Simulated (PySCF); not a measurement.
# C3H8BFS: electronic excitations and core binding energies

Aim: predict the electronic excitations and core binding energies of C3H8BFS (`CCCSBF`).

Computed with PySCF 2.14.0, with density-fitted response routines of our own, on a single molecule in the gas phase. Atoms count from 0, in the outputs and in this text.

## 1. Starting geometry

14 atoms, charge 0, multiplicity 1; geometry from: GFN2-xTB.

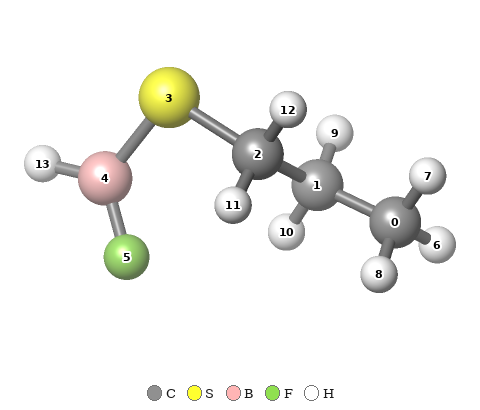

The starting geometry (carbon grey, sulfur yellow, boron pink, fluorine green, hydrogen white), atoms numbered.

## 2. Ultraviolet spectrum: CAM-B3LYP/def2-SVPD

The job: settings as JSON, then the geometry in Å.

```
{"job": {"kind": "uv", "xc": "CAM-B3LYP", "basis": "def2-SVPD", "nstates": 8, "ntriplets": 3}, "charge": 0, "multiplicity": 1}
C     -2.047760     0.275228     0.080476
C     -0.693721    -0.423027     0.132467
C      0.206120     0.220539     1.175566
S      1.770882    -0.720995     1.407509
B      2.726159    -0.249668    -0.001226
F      2.249491     0.626318    -0.870698
H     -2.680978    -0.188034    -0.671599
H     -2.548794     0.206640     1.043418
H     -1.927379     1.326293    -0.171530
H     -0.831499    -1.477591     0.381311
H     -0.214687    -0.366976    -0.847254
H      0.469149     1.240408     0.899920
H     -0.271423     0.222141     2.154442
H      3.793760    -0.691748    -0.174918
```

Level: TDDFT CAM-B3LYP/def2-SVPD, vertical, gas phase, core orbitals frozen in the response.

On the command line:

```
$ OMP_NUM_THREADS=1 python probes_run.py task.json out
```

This one command runs all jobs of the session in turn.

**Question.** This job is followed by: delta-SCF UKS SCAN, pcX-2 on the ionised atom, pcseg-1 elsewhere, spin-free X2C. What will the session give for the following? lowest singlet (CAM-B3LYP/def2-SVPD); lowest triplet; C1s binding energies, SCAN/pcX-2; S1s binding energies, SCAN/pcX-2; S2p binding energies, SCAN/pcX-2; F1s binding energies, SCAN/pcX-2.

**Answer**, as computed:

| quantity | value |
| --- | --- |
| lowest singlet (CAM-B3LYP/def2-SVPD) | 6.46 eV (192 nm), f = 0.122 |
| lowest triplet | 5.06 eV |
| C1s binding energies, SCAN/pcX-2 | C2 291.39, C1 290.84, C0 290.73 eV |
| S1s binding energies, SCAN/pcX-2 | S3 2477.03 eV |
| S2p binding energies, SCAN/pcX-2 | S3 169.58 eV |
| F1s binding energies, SCAN/pcX-2 | F5 692.98 eV |

In words: The lowest singlet, at 6.46 eV, is HOMO→LUMO 0.81 and is bright. The lowest triplet lies 1.40 eV below the lowest singlet (triplets in Tamm-Dancoff, singlets in full TDDFT). The C1s levels kept as sound span 0.66 eV, from C0 (methyl carbon) up to C2 (sp3 CH2 bonded to S).
